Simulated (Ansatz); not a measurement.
# GaSiH7O (SMILES [SiH3][OH+][GaH3-]): methods side by side

GaSiH7O has 10 atoms, charge 0, and is taken as a singlet. SMILES: `[SiH3][OH+][GaH3-]`. The shape is that of a PBE0-D4/def2-TZVP optimisation.

Each level gives the electronic atomisation energy (eV). The values are calculated. Electronic energies at fixed atoms, without zero-point motion or spin-orbit coupling.

| level | kind | program | value (eV) | CPU time (all runs) |
| --- | --- | --- | --- | --- |
| HF/6-31G* (spherical functions) | Hartree–Fock | Ansatz | 21.05 | 3.3 s |
| r2SCAN/6-31G* (spherical functions) | meta-GGA | Ansatz | 28.51 | 33 s |
| BHLYP/6-31G* (spherical functions) | global hybrid | Ansatz | 27.77 | 13 s |
| r2SCAN0/6-31G* (spherical functions) | hybrid meta-GGA | Ansatz | 28.22 | 27 s |
| CAM-B3LYP/6-31G* (spherical functions) | range-separated hybrid | Ansatz | 28.62 | 14 s |
| HSE06/6-31G* (spherical functions) | range-separated hybrid | Ansatz | 27.86 | 22 s |
| B2PLYP/6-31G* (spherical functions) | double hybrid | Ansatz | 27.38 | 16 s |
| PBE-QIDH/6-31G* (spherical functions) | double hybrid | Ansatz | 27.19 | 16 s |

All-electron rows without a relativistic Hamiltonian named are non-relativistic. The values span 21.05 to 28.62 eV. CPU times are rough (shared hosts, several kinds of processor): they show what a rung costs within a factor of a few.

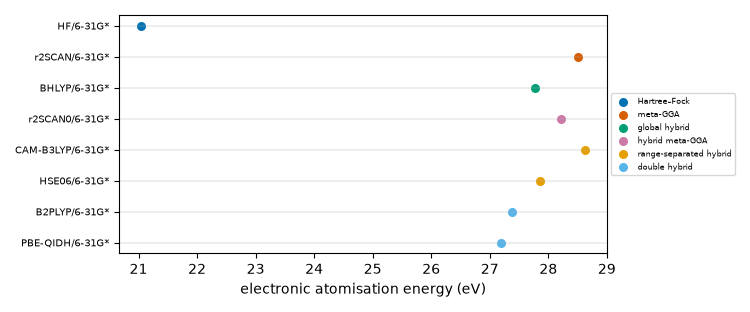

The values of the table, level by level.
